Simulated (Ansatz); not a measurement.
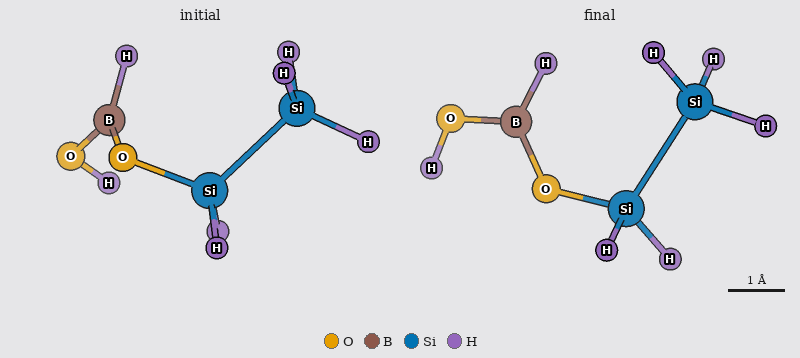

The structure of BSi₂H₇O₂ (coarse preliminary run) before (left) and after (right) a relaxation, at one scale.

Style: ball-and-stick. Shown at a tilt.

The start comes from a force field.

The calculation used RKS PBE-D4/def2-SVP in Ansatz 0.2.0. Set-up: force threshold 0.03 eV/Å; at most 200 steps.

Summarise the run.

Answer. Over 14 accepted moves (16 points after the start) the energy falls by 35.1 kcal/mol. Largest force component: 2.5 eV/Å at the start, 0.016 eV/Å at the end. The line search rejected the trial steps at points 11, 14 of the run. The forces were under the threshold at step 12, but the run went on from there. The largest move after the best rigid fit is that of an H atom, 1.55 Å. Largest moves by element: H 1.55 Å, O 1.32 Å, Si 0.48 Å, B 0.21 Å. Among the contacts that change: Si–Si 2.196 → 2.359 Å, B–O 1.474 → 1.373 Å, H–Si 1.429 → 1.507 Å, H–O 1.029 → 0.977 Å. Among the angles between lasting bonds that change: B–O–Si 104.9° → 130.1°, Si–Si–H 106.9° → 111.0°, H–Si–H 104.9° → 108.3°. Groups turn about B–O by about 90°, B–O by about 85°, O–Si by about 80°. The run took 17 s on 4 threads of Intel Xeon Platinum 8559C, with other jobs on the host.
